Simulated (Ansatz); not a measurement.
# TaSi2As4 monolayer in a perpendicular field, part 2 of 4

Aim: how the TaSi2As4 monolayer screens a field along its normal, and what the field does to its bands. A positive field points along +c.

Ansatz 0.2.0; plane-wave DFT, r2SCAN-D4, Ansatz PAW.

So far: The structure; Relaxing the slab.

## 2. Relaxing the slab (continued)

Site moment by atom:

| atom | site moment (μB) |
| --- | --- |
| As1 | 0.004 |
| Si2 | 0.011 |
| As3 | -0.009 |
| Ta4 | 0.289 |
| As5 | -0.009 |
| Si6 | 0.011 |
| As7 | 0.004 |

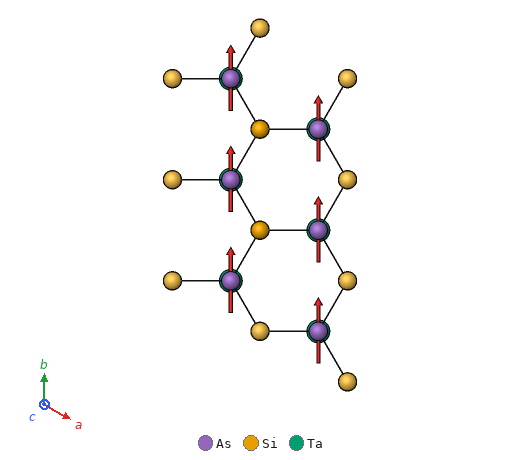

Site moment as arrows, the longest 0.289 μB. Up and down stand for the sign. Arrows give size and sign along the axis of quantisation, drawn up and down the page. 1×2×1 cells are drawn. Some periodic images of atoms are drawn too.

The lattice constant a goes from 3.630 to 3.653 Å.

## 3. Single point, field 0

A sawtooth potential applies the field, turning back in the middle of the vacuum. With the dipole correction the typed value is the field outside the slab. The induced dipole is small, so the SCF threshold is tight.

The cell differs from the one that the last finished run ended in (c 49.788 → 27.870 Å).

File input.yaml:

```yaml
crystal:
  lattice:
    - [3.652650717, 0.0, 0.0]
    - [-1.8263253585, 3.163288312, 0.0]
    - [0.0, 0.0, 27.8704672147]
  atoms:
    - { symbol: As, position: [0.0, 0.0, 0.3229224659] }
    - { symbol: Si, position: [0.3333333333, 0.6666666667, 0.3613309838], spin: 0.01 }
    - { symbol: As, position: [0.3333333333, 0.6666666667, 0.4454014227], spin: -0.01 }
    - { symbol: Ta, position: [0.0, 0.0, 0.5], spin: 0.29 }
    - { symbol: As, position: [0.3333333333, 0.6666666667, 0.5545985773], spin: -0.01 }
    - { symbol: Si, position: [0.3333333333, 0.6666666667, 0.6386690162], spin: 0.01 }
    - { symbol: As, position: [0.0, 0.0, 0.6770775341] }
magnetization:
  spin_polarized: true
kpoints:
  mp_grid: { grid: [18, 18, 1] }
  band_path:
    path: [[0, 0, 0], [0.5, 0, 0], [0.33333333, 0.33333333, 0], [0, 0, 0]]
    npoints: 16
hamiltonian:
  xc: r2scan
  dispersion: d4
scf:
  occupations: { method: fermi_dirac, width: 0.05 }
  convergence: { dr2_threshold: 1.0e-10 }
efield:
  axis: 3
  dipole_correction: true
  ramp_position: 0.97
  ramp_width: 0.06
  amplitude: 0
output:
  dos: { projected: true, e_range: [-6, 5] }
  bader: true
  write_potential: true
  write_density: true
  volumetric_format: npy
  elf: true
```

Launch:

```sh
> ansatz run input.yaml --threads 4 --pin off --max-ram 12288MiB --backend cpu --events-out ev --progress --plain --runs-dir out
```

Numbers of over 12 decimals in the logs are rounded to 6 here.

The log of the run:

```text
[...]
Crystal: 7 atoms, lattice volume = 322.026 Å³
Basis set: ecut = 500 eV, 8273 PW (Γ), exchange–correlation on 108×108×864 points (64 copies of the dense FFT grid, shifted against one another)
Bands: 49, of which v1, the nominal top of the filled ones, is band 41 counted from 1 (40 counted from 0)
Symmetry: 6 space group operations
k-points: 37 of 324 (time reversal used)
[...]
Starting moments: Σ|m| = 0.33 μB on 5 of 7 sites
[...]
SCF iter   1: F=—  HF=-30676.991058 eV  |F-HF|=—  |Δ(HF+E_count)|=         —  Δρ=1.25e-2 (↑1.25e-2 ↓1.25e-2)  dr2=2.79e0  dr2_τ=1.08e-2  dr2_m=1.70e-3  M=0.202 μB ∫|m|=0.226 μB  β_m=0.99  ethr=3.10e-3  p=0.000 e·Å  D=2.38e-13 V/Å  ΔV_dip=-0.00 eV  dr2_dipole=1.17e-7  V_vac-E_F(+/−)=6.09/6.09 eV  ⟨swp⟩=9.6  Hψ=15652  notcnv=0  defer=1
[...]
efield: sawtooth ramp at fractional position 0.9700 (set: `efield.ramp_position`, or a place that a band, a saddle search or an elastic batch's reference lends), width 0.0600; the density the first Hamiltonian is built on has a dipole p = 0.000 e·Å; the dipole correction subtracts the counter field D = 2.38e-13 V/Å, which shifts the + side's vacuum level by -0.00 eV against the − side's; the planar-averaged density in the ramp window peaks in size at 6.0e-7 e/Å³
[...]
SCF iter   2: F=—  HF=-30679.683444 eV  |F-HF|=—  |Δ(HF+E_count)|=    2.69e0  Δρ=8.54e-3 (↑8.52e-3 ↓8.54e-3)  dr2=1.03e0  dr2_τ=2.10e-3  dr2_m=1.29e-4  M=0.202 μB ∫|m|=0.228 μB  β_m=0.30  ethr=3.10e-3  p=-0.000 e·Å  D=-1.46e-5 V/Å  ΔV_dip=0.00 eV  dr2_dipole=7.85e-9  V_vac-E_F(+/−)=5.73/5.72 eV  ⟨swp⟩=2.0  Hψ=4631  notcnv=0  defer=186  κ⁻¹=1.0e0(r=1)
[...]
SCF iter  19: F=-30682.883128 eV  HF=-30682.883128 eV  |F-HF|=1.96e-10  |Δ(HF+E_count)|=  3.64e-10  Δρ=9.67e-8 (↑9.67e-8 ↓8.42e-8)  dr2=4.36e-11  dr2_τ=2.11e-12  dr2_m=1.41e-11  M=0.588 μB ∫|m|=0.665 μB  ethr=1.00e-12  p=0.000 e·Å  D=2.58e-10 V/Å  ΔV_dip=-0.00 eV  dr2_dipole=1.97e-18  V_vac-E_F(+/−)=5.02/5.02 eV  ⟨swp⟩=11.3  Hψ=15841  notcnv=0
SCF 1 converged in 19 iterations: F = -30682.883128 eV  dr2 = 4.36e-11
[...]
this state was not tested for a lower state beside it, because the mixer in use, unlike msr1, does not test its closes by its own steps (another_mixer; see scf.mixing.algorithm and scf.lower_state_search)
NSCF: frozen V_eff on 49 k-points
efield: sawtooth ramp at fractional position 0.9700 (kept from the solve that this one continues, or follows in the run), width 0.0600; the density the first Hamiltonian is built on has a dipole p = 0.000 e·Å; the dipole correction subtracts the counter field D = 2.58e-10 V/Å, which shifts the + side's vacuum level by -0.00 eV against the − side's; the planar-averaged density in the ramp window peaks in size at 5.0e-7 e/Å³
SCF converged after 19 iterations
Magnetization: 0.5881 μB (40.7941 up, 40.2059 down)
Absolute magnetization: 0.6643 μB (∫|ρ↑−ρ↓|, with the PAW one-centre terms)
[...]
Per-site moments (μB) at R_I (Å): [(0.00377411, 0.975558), (0.010963, 0.966521), (-0.00878948, 0.966521), (0.291936, 1.072724), (-0.00878948, 0.966521), (0.010963, 0.966521), (0.00377411, 0.975558)]
Free energy (F): -30682.883128 eV
[...]
Internal energy: -30682.869434 eV  (E = F + TS)
E sigma→0 (E₀):  -30682.876281 eV
Entropy (-TS):   -0.013694 eV (-1.956 meV/atom)
Fermi energy:    1.728718 eV
Dipole field:    D = -0.000000 V/Å  (p = -0.000000 e·Å, saw-weighted, corrected)
Work function:   Φ+ = 5.0249 eV   Φ− = 5.0249 eV
Levels:          The Fermi level and band energies are counted from a zero that moves with the ramp; work functions are not
[...]
--- Band table (eV; the first three rows and the last of 74) ---
  k-point 0 ↑: bands = [... 37 lower, 0.6584, 1.1230, 1.1230, 1.8434, 4.1480, 4.2245, 4.5741, 4.5741, ... 4 higher]
  k-point 1 ↑: bands = [... 37 lower, 0.5737, 1.0504, 1.0571, 1.8570, 4.3536, 4.3945, 4.6193, 4.6786, ... 4 higher]
  k-point 2 ↑: bands = [... 37 lower, 0.3640, 0.8803, 0.8901, 1.8119, 4.1775, 4.1792, 4.8563, 4.9434, ... 4 higher]
  k-point 36 ↓: bands = [... 37 lower, -1.1228, -0.1218, 0.7086, 2.6501, 3.4993, 3.8253, 3.8424, 4.6375, ... 4 higher]
--- Bader charges: 7 sites ---
  site symbol  charge [e]  shift [e]    m [muB]
     0     As     -0.8899     0.0169     0.0094
     1     Si      1.2444     0.0253     0.0159
     2     As     -1.0860     0.0107     0.0500
     3     Ta      1.4628     0.0047     0.4375
     4     As     -1.0860     0.0107     0.0500
     5     Si      1.2444     0.0253     0.0159
     6     As     -0.8899     0.0169     0.0094
  estimated error of the sums over rays = 9.7e-4 e
```

The job ended after 53 s (4 threads of AMD EPYC 9R45 (Zen 5), shared host; peak memory 2.4 GiB; 3.5 min of CPU time).

This step gave:

| Item | Value |
| --- | --- |
| energy at zero smearing | -30682.8763 eV |
| total moment | 0.5881 μB |
| site moments | 0.003774, 0.01096, -0.008789, 0.2919, -0.008789, 0.01096, 0.003774 μB |
| work function, upper face | 5.025 eV |
| dipole along the normal | -2.19e-9 e·Å |

Running mean over a fixed 2.7 Å (it still follows the layers) of the planar mean; the ramp of the sawtooth is left out. Electron's electrostatic potential energy less the Fermi level against z:

| z (Å) | electron's electrostatic potential energy less the Fermi level (eV) |
| --- | --- |
| 4 | 5.02 |
| 6 | 4.97 |
| 8 | 1.24 |
| 10 | -4.67 |
| 12 | -1.46 |
| 14 | -7.34 |
| 16 | -1.32 |
| 18 | -4.85 |
| 20 | 1.73 |
| 22 | 4.99 |
| 24 | 5.02 |

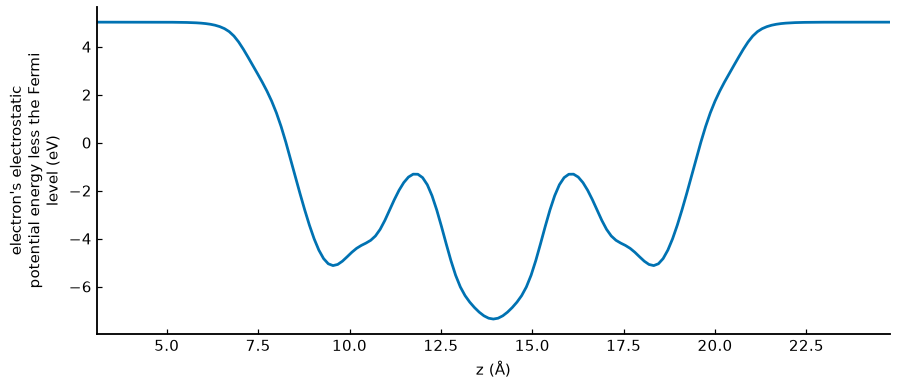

Electron's electrostatic potential energy less the Fermi level against z.

The density of states has structure finer than the step of the table below, so its rows give means over 0.5 eV, whole bins alone (the curve runs from -6 to 1.99 eV). Peaks (eV: height): total -5.04: 7.17, -4.40: 8.41, -2.36: 7.25, -1.92: 9.51, -1.62: 10.0, -1.45: 8.36, -1.34: 8.10; up -4.43: 4.13, -3.41: 4.22, -2.47: 3.76, -2.36: 3.89, -1.92: 7.97, -1.64: 7.03, -1.34: 4.19; down -5.56: 5.60, -5.23: 4.25, -4.40: 4.54, -1.86: 4.40, -1.56: 4.50, -1.45: 5.44, -1.37: 4.83.

Table of density of states by energy, zero at the Fermi level; means over each step; values in states/eV a cell:

| energy (eV) | total | up | down |
| --- | --- | --- | --- |
| -5.5 | 1.54 | 0.877 | 0.659 |
| -5.0 | 4.32 | 2.04 | 2.28 |
| -4.5 | 4.00 | 1.94 | 2.06 |
| -4.0 | 3.18 | 1.56 | 1.62 |
| -3.5 | 3.49 | 1.74 | 1.75 |
| -3.0 | 4.26 | 2.20 | 2.06 |
| -2.5 | 5.57 | 2.83 | 2.74 |
| -2.0 | 4.93 | 2.56 | 2.37 |
| -1.5 | 7.03 | 3.55 | 3.48 |
| -1.0 | 2.42 | 1.09 | 1.33 |
| -0.5 | 1.50 | 1.24 | 0.256 |
| 0.0 | 1.79 | 0.782 | 1.01 |
| 0.5 | 0.917 | 0.0888 | 0.828 |
| 1.0 | 0.0694 | 0 | 0.0694 |
| 1.5 | 1.86 | 1.24 | 0.621 |

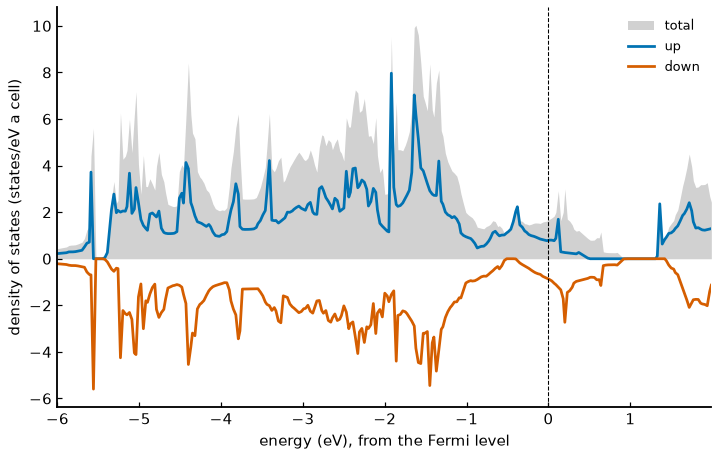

Density of states against energy. Down spins are drawn negative.

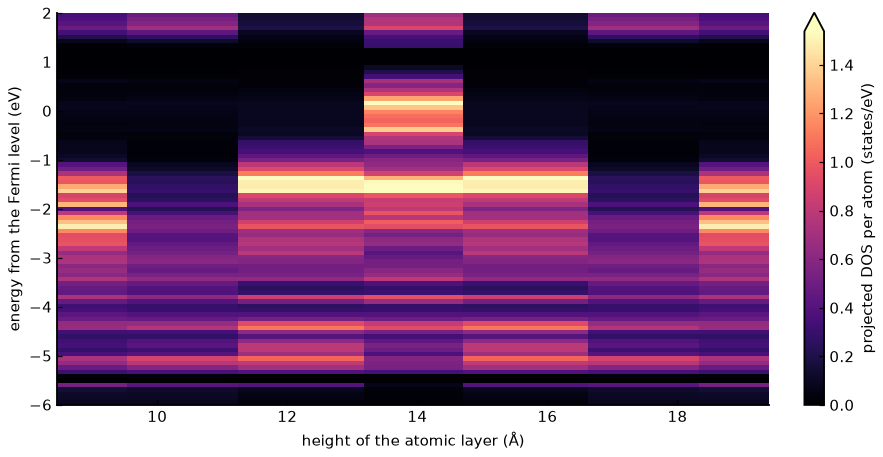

Projected DOS per atom over height of the atomic layer and energy from the Fermi level. Layers: As Si As Ta As Si As from below.

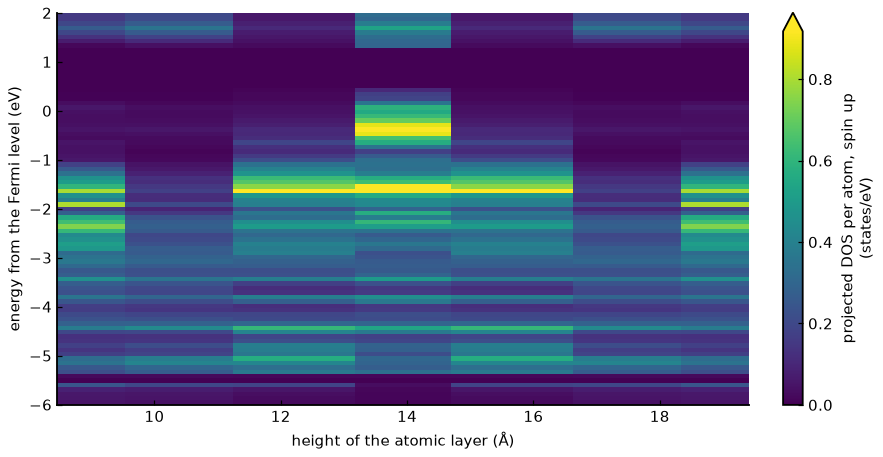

Projected DOS per atom, spin up over height of the atomic layer and energy from the Fermi level. Layers: As Si As Ta As Si As from below.

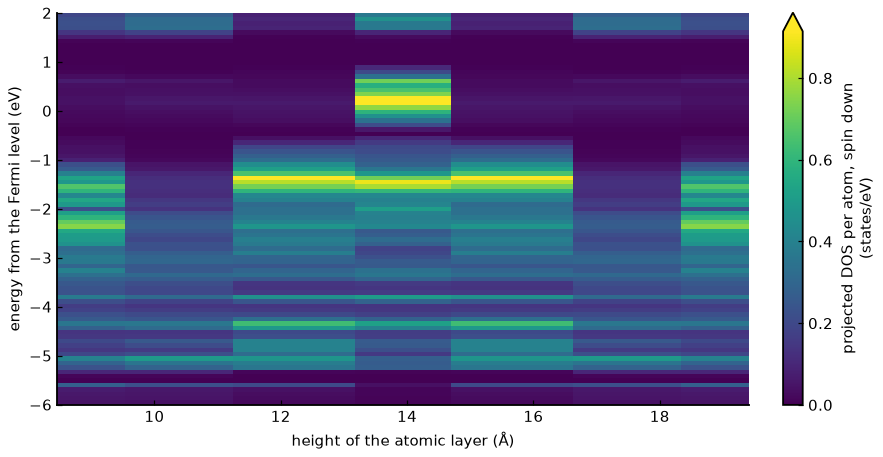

Projected DOS per atom, spin down over height of the atomic layer and energy from the Fermi level. Layers: As Si As Ta As Si As from below.

Deep bands are left out, so band numbers here count from the lowest band kept and differ from the log's. Electronic bands along the path, in eV, zero at the Fermi level; # counts the bands kept:

| point | up #9 | up #11 | up #12 | up #13 | down #9 | down #11 | down #12 | down #13 |
| --- | --- | --- | --- | --- | --- | --- | --- | --- |
| Γ | -1.07 | -0.61 | -0.61 | 0.11 | -1.04 | -0.53 | -0.53 | 0.63 |
| M | -2.17 | -1.91 | -0.94 | -0.68 | -2.14 | -1.90 | -0.63 | -0.40 |
| K | -3.30 | -1.88 | -1.07 | 0.49 | -3.26 | -1.85 | -1.02 | 0.92 |
| Γ | -1.07 | -0.61 | -0.61 | 0.11 | -1.04 | -0.53 | -0.53 | 0.63 |

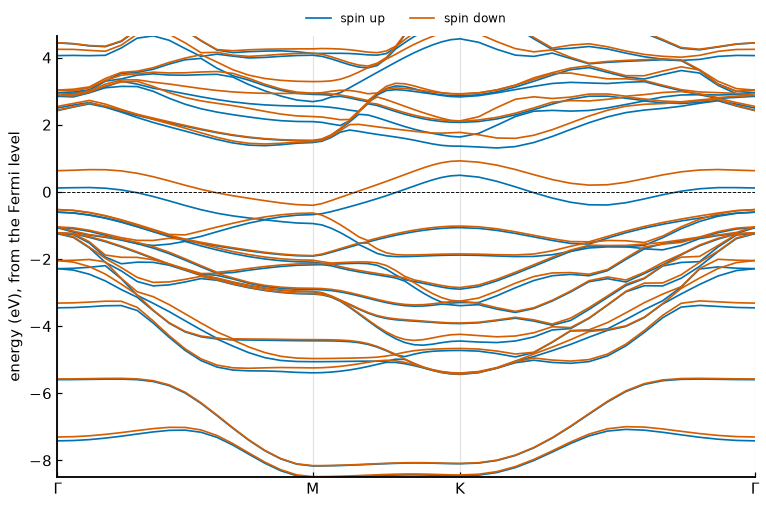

Electronic bands along the path; the two colours are the two spins.

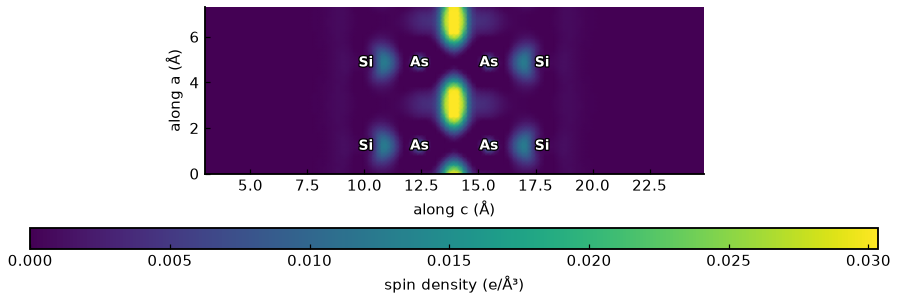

Spin density in the ca plane at fractional y = 0.667, with atoms of Si and As within 0.2 Å of it. The far vacuum is left out of the map.

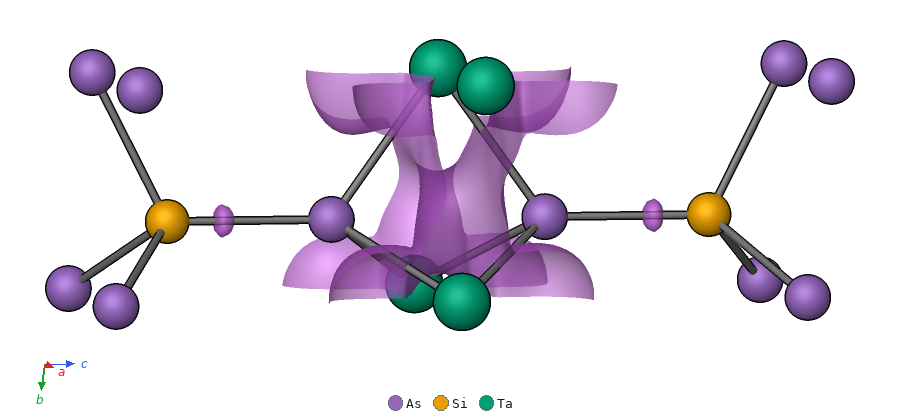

Surface of spin density = 0.012 e/Å³, which holds about 70 % of the integral of its size. Bonds to atoms that aren't drawn are left out.

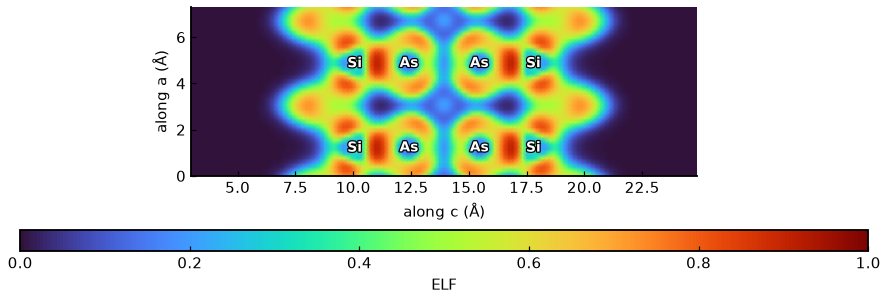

ELF in the ca plane at fractional y = 0.667, with atoms of Si and As within 0.2 Å of it. It is the smooth field of the valence electrons, not physical close to the nuclei. The far vacuum is left out of the map.

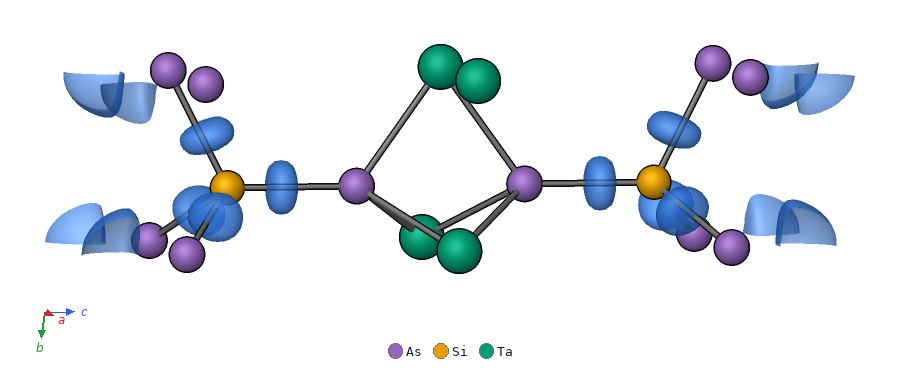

Surface of ELF = 0.83. Bonds to atoms that aren't drawn are left out.

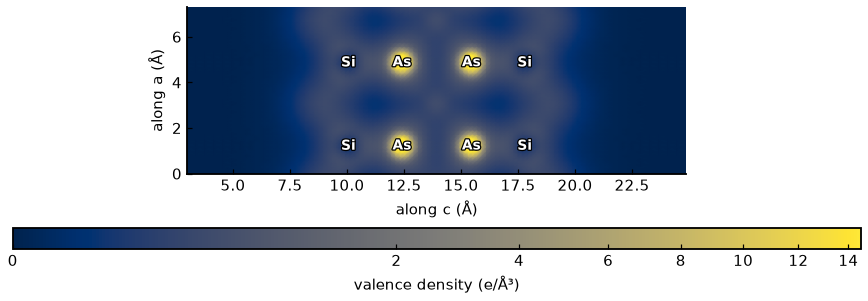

Valence density in the ca plane at fractional y = 0.667, with atoms of Si and As within 0.2 Å of it. It is the smooth field of the valence electrons, not physical close to the nuclei. The colour scale is stretched toward low values. The far vacuum is left out of the map.

The work function of the upper face is 5.02 eV.

## 4. Single point, field 0.03 V/Å

Edit input.yaml of step 3 so:

```diff
@@ -31,6 +31,4 @@
   ramp_width: 0.06
-  amplitude: 0
+  amplitude: 0.03
 output:
-  dos: { projected: true, e_range: [-6, 5] }
-  bader: true
   write_potential: true
@@ -38,2 +36 @@
   volumetric_format: npy
-  elf: true
```

The log of the run:

```text
[...]
Crystal: 7 atoms, lattice volume = 322.026 Å³
Basis set: ecut = 500 eV, 8273 PW (Γ), exchange–correlation on 108×108×864 points (64 copies of the dense FFT grid, shifted against one another)
Bands: 49, of which v1, the nominal top of the filled ones, is band 41 counted from 1 (40 counted from 0)
Symmetry: 6 space group operations
[...]
k-point 0 ↑: bands = [... 37 lower, 0.6586, 1.1230, 1.1230, 1.8434, 4.1472, 4.2252, 4.5739, 4.5739, ... 4 higher]
  k-point 1 ↑: bands = [... 37 lower, 0.5739, 1.0503, 1.0571, 1.8570, 4.3525, 4.3955, 4.6189, 4.6783, ... 4 higher]
  k-point 2 ↑: bands = [... 37 lower, 0.3642, 0.8803, 0.8900, 1.8119, 4.1721, 4.1846, 4.8561, 4.9436, ... 4 higher]
  k-point 36 ↓: bands = [... 37 lower, -1.1229, -0.1219, 0.7087, 2.6500, 3.4992, 3.8253, 3.8423, 4.6375, ... 4 higher]
[key lines of the parts left out:]
SCF converged after 19 iterations
Magnetization: 0.5881 μB (40.7941 up, 40.2059 down)
Free energy (F): -30682.883468 eV
Fermi energy:    1.728685 eV
Dipole field:    D = 0.012759 V/Å  (p = 0.022707 e·Å, saw-weighted, corrected)
```

Wall time 41 s (4 threads); peak memory 2.4 GiB; 2.7 min of CPU time.

The dipole is 0.0227 e·Å.

## 5. Atoms held, field -0.03 V/Å

Edit input.yaml of step 4 so:

```diff
@@ -31,3 +31,3 @@
   ramp_width: 0.06
-  amplitude: 0.03
+  amplitude: -0.03
 output:
```

The log of the run:

```text
[...]
Crystal: 7 atoms, lattice volume = 322.026 Å³
Basis set: ecut = 500 eV, 8273 PW (Γ), exchange–correlation on 108×108×864 points (64 copies of the dense FFT grid, shifted against one another)
Bands: 49, of which v1, the nominal top of the filled ones, is band 41 counted from 1 (40 counted from 0)
Symmetry: 6 space group operations
[...]
k-point 0 ↑: bands = [... 37 lower, 0.6586, 1.1230, 1.1230, 1.8434, 4.1472, 4.2252, 4.5739, 4.5739, ... 4 higher]
  k-point 1 ↑: bands = [... 37 lower, 0.5739, 1.0503, 1.0571, 1.8570, 4.3525, 4.3955, 4.6189, 4.6783, ... 4 higher]
  k-point 2 ↑: bands = [... 37 lower, 0.3642, 0.8803, 0.8900, 1.8119, 4.1721, 4.1846, 4.8561, 4.9436, ... 4 higher]
  k-point 36 ↓: bands = [... 37 lower, -1.1229, -0.1219, 0.7087, 2.6500, 3.4992, 3.8253, 3.8423, 4.6375, ... 4 higher]
[key lines of the parts left out:]
SCF converged after 19 iterations
Magnetization: 0.5881 μB (40.7941 up, 40.2059 down)
Free energy (F): -30682.883468 eV
Fermi energy:    1.728686 eV
Dipole field:    D = -0.012759 V/Å  (p = -0.022707 e·Å, saw-weighted, corrected)
```

The job ended after 41 s (4 threads; peak memory 2.4 GiB; 2.7 min of CPU time).

The dipole is -0.0227 e·Å.

(Continued in part 3 of 4.)

[Logs are printed without paths, hosts, clocks, repeated set-up lines and the standing remarks that a program may print on its own settings, such as how far it seeks lower states.]

[Hosts, paths, dates, database ids (printed as entryN), source tags and the programs' standing remarks are cut or masked in the printed files.]

[Maps of the electrostatic potential energy from Ansatz leave out the sawtooth potential of an applied field or a dipole correction, so their vacuum need not be flat; planar profiles and work functions include it.]
